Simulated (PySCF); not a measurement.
```xyz
2

H     0.0000    0.0000   -1.4586
Se    0.0000    0.0000    0.0184
```

These are results of PySCF 2.14.0, PBE0/aug-pcseg-1, non-relativistic, at a bond length of 1.477 Å, not measurements.

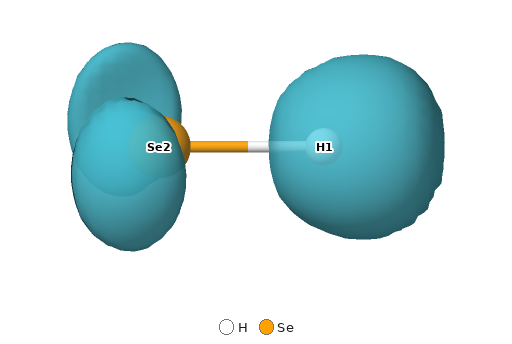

SeH (doublet). Isosurface of the ELF at 0.9 (cyan), seen from one side. Core shells and regions of very low density are left out.

**Identify the bonds, lone pairs and shells in this picture.**

The ELF exceeds this value in one region around a hydrogen nucleus and two lobes on Se, pointing away from the bonds (non-bonding electrons, which may merge into one lobe).

Values along the shortest contacts:
Se–H (1.48 Å): the ELF climbs to about 1 towards the hydrogen, as it does in any bond to H.
